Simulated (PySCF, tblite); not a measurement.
# C₆H₁₄AlFS: geometry, infrared bands and NMR shifts

Wanted: the infrared bands and NMR shifts of C₆H₁₄AlFS (`CC(C)/C=C/[S@+](C)[AlH2-][F]`), by calculation.

Programs: tblite 0.8.0 and PySCF 2.14.0, with density-fitted response routines of our own. Each step states its level of theory. These are calculated values for one molecule in the gas phase, unless marked as measured. Atoms count from 0, in the outputs and in this text.

### 1 The molecule as given

23 atoms, charge 0, multiplicity 1; geometry from: force field or distance geometry start.

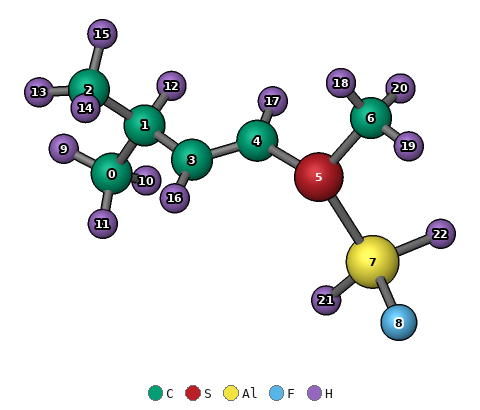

As it starts; carbon teal, sulfur red, aluminium yellow, fluorine blue, hydrogen purple, atoms numbered.

### 2 Optimising the geometry with GFN2-xTB

The job: settings as JSON, then the geometry in Å.

```
{"job": {"kind": "relax", "xc": "GFN2-xTB", "basis": "xTB"}, "charge": 0, "multiplicity": 1}
C      2.646400    -1.400500     0.303500
C      1.962400    -0.030300     0.424600
C      2.948100     1.028600    -0.014800
C      0.692600     0.055700    -0.327900
C     -0.429200     0.262500     0.385100
S     -1.997700     0.383700    -0.377800
C     -2.942500     1.771500     0.146200
Al    -3.099500    -1.518000    -0.437800
F     -4.166400    -1.589600    -1.892500
H      3.714800    -1.198800     0.491600
H      2.197200    -2.093500     1.043500
H      2.487300    -1.835700    -0.699500
H      1.783800     0.128400     1.527500
H      3.996500     0.675600    -0.030400
H      2.656000     1.462700    -1.003000
H      2.914500     1.859600     0.751300
H      0.681600    -0.059700    -1.391600
H     -0.371700     0.366200     1.471700
H     -2.409900     2.731200    -0.056900
H     -3.914500     1.715000    -0.353000
H     -3.170000     1.681600     1.245600
H     -2.111200    -2.769000    -0.496900
H     -4.073400    -1.600000     0.847300
```

On the command line:

```bash
OMP_NUM_THREADS=1 python probes_run.py task.json out
```

This one command runs all jobs of the session in turn.

The log of the run:

```text
step      E/eV     max force
  0    -790.97624    4.671
  1    -791.55948    3.148
  2    -791.89766    1.549
  3    -792.02086    1.134
  4    -792.11453    0.564
  5    -792.15120    0.482
  6    -792.18031    0.435
  7    -792.20713    0.422
  8    -792.22899    0.342
  9    -792.24809    0.290
 10    -792.26584    0.351
 11    -792.28581    0.347
 12    -792.30560    0.400
 13    -792.32232    0.373
 14    -792.33552    0.279
 15    -792.34810    0.240
 16    -792.35908    0.270
 17    -792.36870    0.216
 18    -792.37821    0.181
 19    -792.38640    0.183
 20    -792.39227    0.193
 21    -792.39722    0.193
 22    -792.40324    0.190
 23    -792.41060    0.168
 24    -792.41740    0.174
 25    -792.42254    0.177
 26    -792.42732    0.218
 27    -792.43322    0.233
 28    -792.44105    0.245
 29    -792.45018    0.255
 30    -792.45905    0.241
 31    -792.46698    0.242
 32    -792.47492    0.239
 33    -792.48372    0.286
 34    -792.49273    0.333
 35    -792.50094    0.314
 36    -792.50819    0.265
 37    -792.51438    0.220
 38    -792.51676    0.331
 39    -792.52401    0.221
 40    -792.52899    0.169
 41    -792.53465    0.197
 42    -792.54047    0.255
 43    -792.54631    0.234
 44    -792.55097    0.145
 45    -792.55461    0.137
 46    -792.55808    0.131
 47    -792.56188    0.175
 48    -792.56524    0.183
 49    -792.56827    0.170
 50    -792.57104    0.143
 51    -792.57411    0.124
 52    -792.57585    0.105
 53    -792.57866    0.101
 54    -792.58054    0.101
 55    -792.58255    0.098
 56    -792.58448    0.091
 57    -792.58637    0.092
 58    -792.58785    0.074
 59    -792.58900    0.072
 60    -792.58999    0.084
 61    -792.59104    0.081
 62    -792.59225    0.083
 63    -792.59359    0.070
 64    -792.59479    0.089
 65    -792.59664    0.126
 66    -792.59895    0.136
 67    -792.60178    0.110
 68    -792.60455    0.119
 69    -792.60691    0.107
 70    -792.60882    0.092
 71    -792.61057    0.088
 72    -792.61231    0.093
 73    -792.61395    0.129
 74    -792.61576    0.122
 75    -792.61801    0.114
 76    -792.61955    0.133
 77    -792.62219    0.116
 78    -792.62434    0.089
 79    -792.62632    0.099
 80    -792.62824    0.099
 81    -792.63074    0.111
 82    -792.63326    0.157
 83    -792.63533    0.105
 84    -792.63754    0.077
 85    -792.63918    0.077
 86    -792.64061    0.083
 87    -792.64337    0.105
 88    -792.64590    0.121
 89    -792.64851    0.129
 90    -792.65132    0.143
 91    -792.65487    0.145
 92    -792.65851    0.131
 93    -792.66143    0.093
 94    -792.66308    0.079
 95    -792.66416    0.125
 96    -792.66530    0.087
 97    -792.66714    0.060
 98    -792.66819    0.062
 99    -792.66929    0.055
100    -792.66987    0.053
101    -792.67036    0.055
102    -792.67075    0.059
103    -792.67122    0.062
104    -792.67174    0.064
105    -792.67238    0.063
106    -792.67319    0.065
107    -792.67419    0.065
108    -792.67525    0.068
109    -792.67626    0.074
110    -792.67720    0.064
111    -792.67807    0.058
112    -792.67894    0.055
113    -792.67984    0.060
114    -792.68085    0.066
115    -792.68192    0.067
116    -792.68300    0.099
117    -792.68408    0.084
118    -792.68531    0.092
119    -792.68608    0.076
120    -792.68676    0.052
121    -792.68729    0.048
122    -792.68780    0.048
123    -792.68829    0.059
124    -792.68876    0.061
125    -792.68914    0.047
126    -792.68942    0.033
127    -792.68963    0.032
128    -792.68986    0.032
129    -792.69016    0.033
130    -792.69051    0.030
131    -792.69084    0.034
132    -792.69110    0.028
133    -792.69130    0.036
134    -792.69151    0.040
135    -792.69177    0.045
136    -792.69215    0.040
137    -792.69269    0.054
138    -792.69342    0.071
139    -792.69424    0.072
140    -792.69504    0.058
141    -792.69578    0.059
142    -792.69648    0.058
143    -792.69712    0.061
144    -792.69772    0.055
145    -792.69822    0.052
146    -792.69864    0.048
147    -792.69907    0.053
148    -792.69962    0.063
149    -792.70026    0.054
150    -792.70084    0.041
151    -792.70123    0.035
152    -792.70148    0.033
153    -792.70172    0.034
154    -792.70199    0.034
155    -792.70227    0.030
156    -792.70249    0.024
157    -792.70265    0.023
158    -792.70279    0.021
159    -792.70294    0.021
160    -792.70311    0.028
161    -792.70326    0.022
162    -792.70336    0.019
163    -792.70343    0.016
164    -792.70351    0.021
165    -792.70363    0.024
166    -792.70377    0.033
167    -792.70393    0.033
168    -792.70413    0.026
169    -792.70440    0.037
170    -792.70474    0.040
171    -792.70510    0.044
172    -792.70545    0.050
173    -792.70581    0.041
174    -792.70621    0.038
175    -792.70661    0.043
176    -792.70695    0.038
177    -792.70723    0.033
178    -792.70749    0.041
179    -792.70777    0.038
180    -792.70807    0.050
181    -792.70841    0.051
182    -792.70878    0.047
183    -792.70928    0.055
184    -792.70994    0.058
185    -792.71077    0.074
186    -792.71154    0.074
187    -792.71235    0.048
188    -792.71305    0.053
189    -792.71385    0.046
190    -792.71422    0.058
191    -792.71459    0.050
192    -792.71497    0.039
193    -792.71528    0.032
194    -792.71553    0.029
195    -792.71574    0.027
196    -792.71587    0.027
197    -792.71600    0.029
198    -792.71614    0.027
199    -792.71632    0.027
200    -792.71658    0.033
201    -792.71690    0.039
202    -792.71733    0.044
203    -792.71783    0.042
204    -792.71831    0.047
205    -792.71852    0.041
206    -792.71886    0.030
207    -792.71904    0.030
208    -792.71918    0.027
209    -792.71925    0.024
210    -792.71933    0.019
211    -792.71942    0.016
212    -792.71952    0.016
213    -792.71961    0.017
214    -792.71969    0.016
215    -792.71976    0.022
216    -792.71984    0.017
217    -792.71992    0.015
218    -792.71998    0.013
219    -792.72001    0.012
220    -792.72005    0.011
221    -792.72009    0.013
222    -792.72014    0.014
223    -792.72018    0.013
224    -792.72021    0.012
225    -792.72024    0.011
226    -792.72028    0.013
227    -792.72033    0.015
228    -792.72038    0.016
229    -792.72044    0.017
230    -792.72050    0.023
231    -792.72058    0.026
232    -792.72066    0.024
233    -792.72073    0.016
234    -792.72077    0.013
235    -792.72081    0.012
236    -792.72084    0.014
237    -792.72088    0.016
238    -792.72092    0.017
239    -792.72098    0.022
240    -792.72103    0.018
241    -792.72108    0.013
242    -792.72111    0.010
243    -792.72113    0.009
```

Wall time 4.3 s (1 thread of Arm Neoverse N1, shared host); peak memory 0.19 GiB.

Relaxation path: (not every step is listed)

```csv
step,energy from step 0 (eV),largest force (eV/Å)
0,0.0000,4.6712
1,-0.5832,3.1482
2,-0.9214,1.5490
3,-1.0446,1.1338
4,-1.1383,0.5638
5,-1.1750,0.4821
6,-1.2041,0.4353
7,-1.2309,0.4219
8,-1.2527,0.3419
31,-1.4907,0.2421
54,-1.6043,0.1007
77,-1.6460,0.1155
100,-1.6936,0.0530
123,-1.7121,0.0588
146,-1.7224,0.0483
169,-1.7282,0.0366
192,-1.7387,0.0388
215,-1.7435,0.0219
238,-1.7447,0.0172
239,-1.7447,0.0218
240,-1.7448,0.0178
241,-1.7448,0.0135
242,-1.7449,0.0103
243,-1.7449,0.0091
```

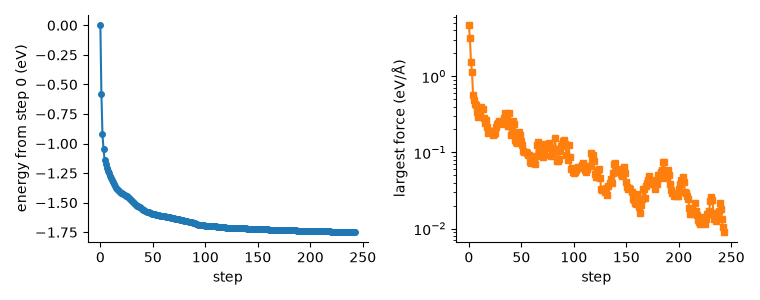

Energy and force, step by step.

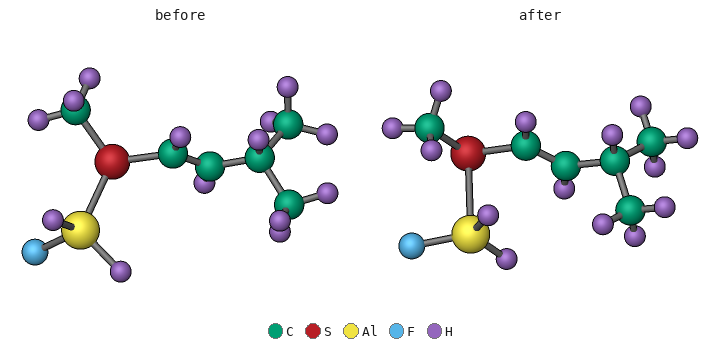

Before and after, at one scale.

Distances of close pairs at the start and the end, largest changes first:

```csv
bond,before (Å),after (Å),change (Å)
S5–Al7,2.199,2.485,+0.286
Al7–F8,1.805,1.656,-0.149
Al7–H22,1.615,1.554,-0.060
Al7–H21,1.595,1.538,-0.058
S5–C6,1.759,1.815,+0.056
C2–H15,1.131,1.088,-0.043
C6–H20,1.126,1.092,-0.034
C1–H12,1.128,1.095,-0.033
```

The final coordinates are the input of the step that follows.

### 3 Vibrational analysis with GFN2-xTB

The job: settings as JSON, then the geometry in Å.

```
{"job": {"kind": "ir", "xc": "GFN2-xTB", "basis": "xTB"}, "charge": 0, "multiplicity": 1}
C      2.048132    -1.429922     0.594716
C      1.807377     0.075534     0.460294
C      3.015468     0.765692    -0.173119
C      0.586742     0.290543    -0.379993
C     -0.544900     0.797782     0.082255
S     -1.985800     1.003741    -0.928539
C     -3.215260     1.393932     0.347722
Al    -2.248253    -1.443447    -0.588701
F     -3.847032    -1.537310    -1.011347
H      2.886577    -1.620348     1.260454
H      1.161753    -1.916873     0.995786
H      2.268401    -1.864628    -0.377229
H      1.635536     0.497596     1.456084
H      3.902211     0.606060     0.435609
H      3.203152     0.366487    -1.167096
H      2.841934     1.835904    -0.258951
H      0.659063    -0.020064    -1.412842
H     -0.660619     1.149683     1.095560
H     -2.879547     2.259484     0.910785
H     -4.143200     1.623268    -0.167456
H     -3.356969     0.530047     1.000202
H     -1.150785    -1.904790    -1.561951
H     -1.988734    -1.431385     0.943712
```

The log of the run:

```text
mode    cm-1     km/mol
  1      33.0      0.42
  2      44.9      0.35
  3      76.8      1.22
  4      97.4      0.15
  5     114.2      2.94
  6     137.4      2.05
  7     146.5      0.19
  8     164.7      0.37
  9     183.1      1.20
 10     201.1      0.34
 11     223.0      0.16
 12     251.5      0.53
 13     279.8     14.55
 14     306.7      1.09
 15     398.1      2.10
 16     405.4      0.80
 17     449.6     80.89
 18     475.8      2.99
 19     536.6     23.39
 20     674.8    470.54
 21     707.1     13.28
 22     716.3     15.18
 23     731.1     67.26
 24     791.9     33.34
 25     819.6    310.80
 26     895.8      2.68
 27     943.8      1.34
 28     949.0      0.96
 29     955.9      9.71
 30     968.9     27.30
 31     976.4     23.10
 32     987.9      6.50
 33    1127.1      3.43
 34    1131.6      2.05
 35    1181.0      0.18
 36    1203.6     20.90
 37    1258.0      4.15
 38    1304.6      1.69
 39    1312.2      1.91
 40    1325.6      2.54
 41    1401.3      5.00
 42    1415.2      1.25
 43    1422.7     12.64
 44    1435.4      6.56
 45    1488.2      2.37
 46    1490.4      0.97
 47    1498.8      4.63
 48    1503.0      4.88
 49    1666.5      7.32
 50    1724.0    260.72
 51    1817.0    189.70
 52    2936.8     36.84
 53    2953.3      0.77
 54    3032.0     20.70
 55    3035.0      3.28
 56    3036.8     18.39
 57    3038.5     66.31
 58    3038.7      6.60
 59    3042.4     31.76
 60    3043.6     40.05
 61    3054.5      0.60
 62    3069.2      6.08
 63    3077.7     28.79
```

Wall time 2.1 s (1 thread of Arm Neoverse N1, shared host); peak memory 0.19 GiB.

The strongest bands and the atoms that carry them (share of the mass-weighted mode):

```csv
cm⁻¹,km/mol,atoms
450,80.9,"H21 49 %, H22 33 %, Al7 12 %"
675,470.5,"H22 56 %, H21 28 %"
731,67.3,"C6 36 %, S5 21 %, F8 15 %"
820,310.8,"H22 34 %, H21 28 %, Al7 23 %, F8 13 %"
1724,260.7,H22 95 %
1817,189.7,H21 96 %
3038,66.3,"H13 30 %, H9 27 %, H14 17 %, H15 10 %"
3044,40.0,"H11 35 %, H14 29 %, H13 22 %"
```

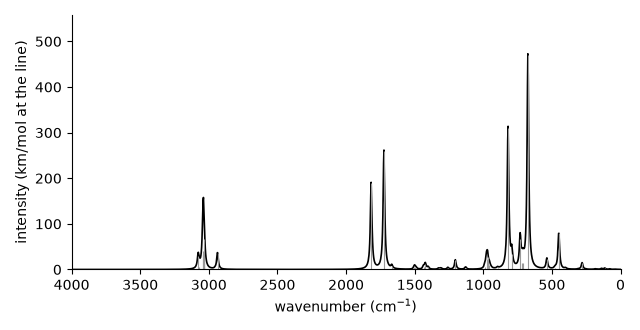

The infrared spectrum from these modes, unscaled. Lines are broadened to a width of 14 cm⁻¹ (Lorentzian).

### 4 NMR shieldings: PBE0/pcSseg-1

Same as in step 3 but for these lines:

```diff
@@ -1,2 +1,2 @@
-{"job": {"kind": "ir", "xc": "GFN2-xTB", "basis": "xTB"}, "charge": 0, "multiplicity": 1}
+{"job": {"kind": "nmr", "xc": "PBE0", "basis": "pcSseg-1"}, "charge": 0, "multiplicity": 1}
 C      2.048132    -1.429922     0.594716
```

Level: GIAO PBE0/pcSseg-1 NMR shielding, non-relativistic, gas phase.

The log of the run:

```text
coarse grid: 19536 points
cycle   1  E = -976.7085984150  dE =  6.829e-01  |g| = 7.201e-01  |ddm| = 4.171e+00
cycle   2  E = -976.5975742206  dE =  1.110e-01  |g| = 1.116e+00  |ddm| = 1.489e+00
cycle   3  E = -976.8093026882  dE = -2.117e-01  |g| = 9.786e-02  |ddm| = 9.525e-01
cycle   4  E = -976.8110473326  dE = -1.745e-03  |g| = 4.113e-02  |ddm| = 1.071e-01
cycle   5  E = -976.8114161583  dE = -3.688e-04  |g| = 1.288e-02  |ddm| = 4.131e-02
cycle   6  E = -976.8114514786  dE = -3.532e-05  |g| = 4.734e-03  |ddm| = 1.462e-02
cycle   7  E = -976.8114569705  dE = -5.492e-06  |g| = 8.513e-04  |ddm| = 4.961e-03
final grid: 177696 points
cycle   8  E = -976.8742601421  dE = -5.148e-05  |g| = 1.073e-02  |ddm| = 4.083e-02
cycle   9  E = -976.8742435551  dE =  1.659e-05  |g| = 1.331e-02  |ddm| = 2.247e-02
cycle  10  E = -976.8742893248  dE = -4.577e-05  |g| = 1.333e-03  |ddm| = 1.371e-02
cycle  11  E = -976.8742897442  dE = -4.194e-07  |g| = 3.831e-04  |ddm| = 1.468e-03
cycle  12  E = -976.8742897781  dE = -3.393e-08  |g| = 1.119e-04  |ddm| = 4.446e-04
cycle  13  E = -976.8742897812  dE = -3.067e-09  |g| = 3.033e-05  |ddm| = 1.425e-04
cycle  14  E = -976.8742897814  dE = -1.933e-10  |g| = 7.252e-06  |ddm| = 3.236e-05
converged SCF energy = -976.8742897814

GIAO shielding tensors (ppm)
atom      isotropic    diamagn.    paramagn.     s11        s22        s33       span
  0 C      161.574     248.580     -87.006    145.368    154.665    184.688     39.320
  1 C      146.686     245.887     -99.201    137.336    142.239    160.483     23.147
  2 C      162.608     247.014     -84.407    149.081    152.745    185.997     36.916
  3 C       35.797     259.429    -223.633    -80.052     44.683    142.759    222.810
  4 C       64.673     264.123    -199.450    -26.261    102.208    118.071    144.332
  5 S      563.413    1060.210    -496.797    439.830    506.532    743.876    304.046
  6 C      160.760     252.131     -91.370    140.734    154.593    186.954     46.220
  7 Al     436.078     794.094    -358.015    379.734    430.495    498.006    118.272
  8 F      354.748     466.544    -111.795    276.519    367.215    420.510    143.991
  9 H       30.561      30.037       0.525     26.382     27.789     37.513     11.131
 10 H       30.407      31.585      -1.178     25.609     29.724     35.888     10.278
 11 H       30.809      31.339      -0.531     28.236     28.674     35.517      7.281
 12 H       29.462      34.052      -4.590     26.633     28.905     32.850      6.217
 13 H       30.517      28.778       1.738     26.351     27.799     37.400     11.049
 14 H       30.814      30.143       0.671     27.449     29.157     35.837      8.388
 15 H       30.548      29.846       0.702     26.041     28.758     36.844     10.803
 16 H       25.781      35.947     -10.166     21.339     24.900     31.104      9.765
 17 H       26.540      37.655     -11.115     22.838     26.071     30.710      7.872
 18 H       29.320      30.252      -0.932     24.174     26.938     36.848     12.674
 19 H       29.272      28.022       1.250     24.684     25.674     37.458     12.774
 20 H       28.512      30.644      -2.132     23.270     28.345     33.920     10.650
 21 H       27.947      31.469      -3.521     24.276     26.980     32.585      8.309
 22 H       28.068      32.105      -4.037     25.122     27.687     31.396      6.274
```

Wall time 1.7 min (1 thread of Arm Neoverse N1, shared host); peak memory 1.1 GiB.

The references, computed at this level on geometries of the same kind, shield at (ppm): ¹H TMS 31.72, ¹³C TMS 186.9, ¹⁹F CFCl3 170.9, ³³S CS2 504, ²⁷Al AlH4- 490.0. Their shielding less the atom's gives the shift. The references are single molecules in the gas phase, so shifts against H2O, NH3, PH3, H3PO4 or CFCl3 are not on the usual liquid scales and can be off by tens of ppm. Shifts against hydride references such as AlH4− lie on their own scale. Atoms listed in one row are averaged.

```csv
atoms,environment,σ (ppm),δ (ppm)
C3,alkene CH,35.8,151.1
C4,alkene CH,64.7,122.3
C1,allylic sp3 CH,146.7,40.2
C6,methyl carbon bonded to S,160.8,26.2
C0,methyl carbon,161.6,25.4
C2,methyl carbon,162.6,24.3
H16,hydrogen on an alkene CH,25.78,5.94
H17,hydrogen on an alkene CH,26.54,5.18
H21,"hydrogen on an aluminium bonded to F, S",27.95,3.77
H22,"hydrogen on an aluminium bonded to F, S",28.07,3.65
"H18, H19, H20",hydrogen on a methyl carbon bonded to S,29.03,2.68
H12,hydrogen on an allylic sp3 CH,29.46,2.25
"H9, H10, H11",hydrogen on a methyl carbon,30.59,1.12
"H13, H14, H15",hydrogen on a methyl carbon,30.63,1.09
S5,"sulfur bonded to 2 C, Al",563,-60
Al7,"aluminium bonded to F, S, 2 H",436.1,53.9
F8,fluorine bonded to Al,354.7,-183.8
```

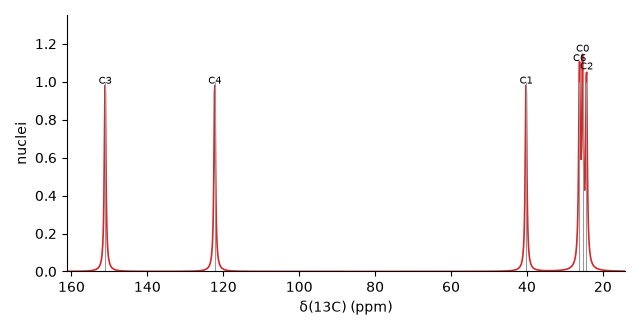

¹³C lines at the computed shifts, without couplings. Lines are broadened to a width of 0.51 ppm (Lorentzian).

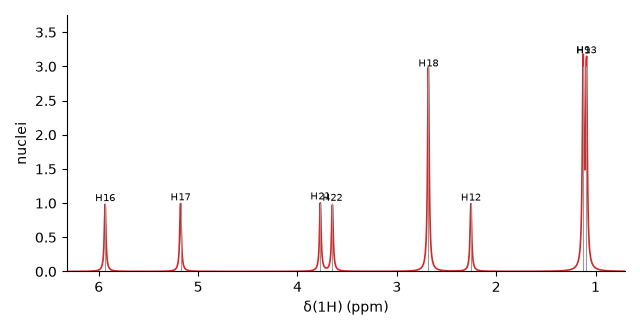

¹H lines at the computed shifts, without couplings. Lines are broadened to a width of 0.02 ppm (Lorentzian).

The run also stored atomic charges by several schemes (e):

```csv
atoms,Mulliken,IAO,Hirshfeld,ESP fit
C0,-0.21,-0.41,-0.11,-0.48
C1,-0.35,-0.09,-0.01,0.47
C2,-0.21,-0.42,-0.12,-0.56
C3,-0.03,-0.12,-0.02,-0.37
C4,-0.29,-0.28,-0.06,-0.14
S5,-0.01,0.30,0.16,-0.03
C6,-0.37,-0.50,-0.10,-0.37
Al7,0.95,0.80,0.38,0.96
F8,-0.53,-0.60,-0.33,-0.49
```

Hirshfeld charges:

C0 -0.11; C1 -0.01; C2 -0.12; C3 -0.02; C4 -0.06; S5 0.16; C6 -0.10; Al7 0.38; F8 -0.33; H9 0.04; H10 0.04; H11 0.04; H12 0.04; H13 0.04; H14 0.04; H15 0.04; H16 0.05; H17 0.05; H18 0.06; H19 0.07; H20 0.06; H21 -0.19; H22 -0.19

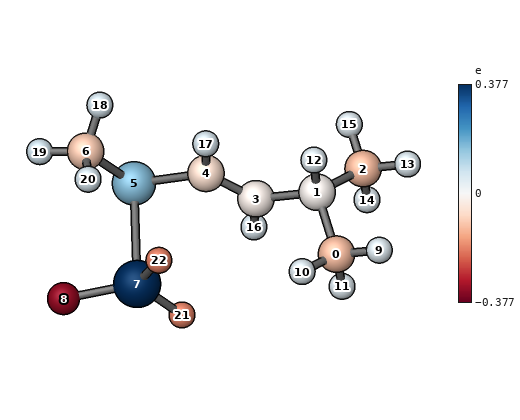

Hirshfeld charges, as colours on the atoms.

Mayer bond orders: C0–C1 1.02, C1–C2 1.02, C1–C3 0.98, C3–C4 1.82, C4–S5 0.97, S5–C6 0.97, S5–Al7 0.28, Al7–F8 0.82.

### 5 Outcome

| quantity | value |
| --- | --- |
| strongest single infrared mode (GFN2-xTB) | 675 cm⁻¹, 471 km/mol |
| zero-point energy (GFN2-xTB) | 112.5 kcal/mol |
| ¹³C shifts against TMS (PBE0/pcSseg-1) | 151.1, 122.3, 40.2, 26.2, 25.4, 24.3 ppm |
| ¹H shifts against TMS (PBE0/pcSseg-1, means over atoms taken as alike) | 5.94, 5.18, 3.77, 3.65, 2.68, 2.25, 1.12, 1.09 ppm |
| ³³S shifts against CS2 (PBE0/pcSseg-1) | -60 ppm |
| ²⁷Al shifts against AlH4- (PBE0/pcSseg-1) | 53.9 ppm |
| ¹⁹F shifts against CFCl3 (PBE0/pcSseg-1) | -183.8 ppm |

What this shows: Relaxing lowered the energy by 1.745 eV in 243 steps; the close pair that moved most is S5–Al7, from 2.199 to 2.485 Å. All 63 modes are real, so the xTB geometry is a minimum. The strongest single mode, at 675 cm⁻¹, moves mainly H22 and H21. GFN2-xTB is a fitted tight-binding method: band positions and strengths are rough. Its intensities can rank the bands wrongly. At PBE0/pcSseg-1: The largest span, 304 ppm, is at S5, where the paramagnetic term is -497 ppm.
